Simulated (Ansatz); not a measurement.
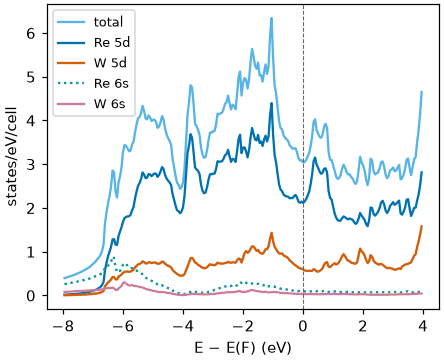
Fig. 1. Total and projected density of states of Re$_{3}$W in space group I4/mmm (No. 139; Re on 4d, Re on 2b, W on 2a), DFT-PBEsol in the program Ansatz with PAW potentials

Which orbitals carry the states next to the Fermi level?

Within 0.5 eV of the Fermi level: Re 5d 71 %, W 5d 19 %, outside the projected shells 5 %. Projections are on Löwdin-orthogonalised atomic valence shells; empty p or d shells of many metals are not among them.

Where is the tallest occupied peak in this window, and what makes it?

Near -1.1 eV, about 6.3 states/eV per cell; the largest projected share is Re 5d.

The workflow started from a Materials Project entry (that database holds measured and hypothetical structures alike); the Crystallography Open Database copy checked does not list it. Whether it is the stable phase at ambient conditions was not checked. Symmetry was held in the PBEsol relaxation; whether a distortion lowers the energy is not shown. The run is not spin-polarised. Spin–orbit coupling is left out wherever it is not named.

Potentials: the later of the program's two PAW sets.
